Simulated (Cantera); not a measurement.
Charge: 1 mol SO2, 0.034 mol O2, equilibrated at 6230 Torr.

Method: chemical equilibrium by Gibbs-energy minimisation in Cantera with the NASA 1993 tables (ideal gas, pure condensed phases). Candidate condensed phases: S; 10 gas species. Rates play no part.

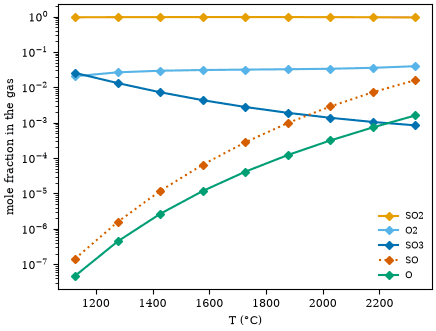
Fig. 1. Equilibrium gas composition (values under 1e-9 drawn at 1e-9)

Question: Read off the mole fractions at 1877 °C.

Answer: SO2 about 0.96, O2 about 0.032, SO3 about 0.0019, SO about 0.00098, O about 0.00012.
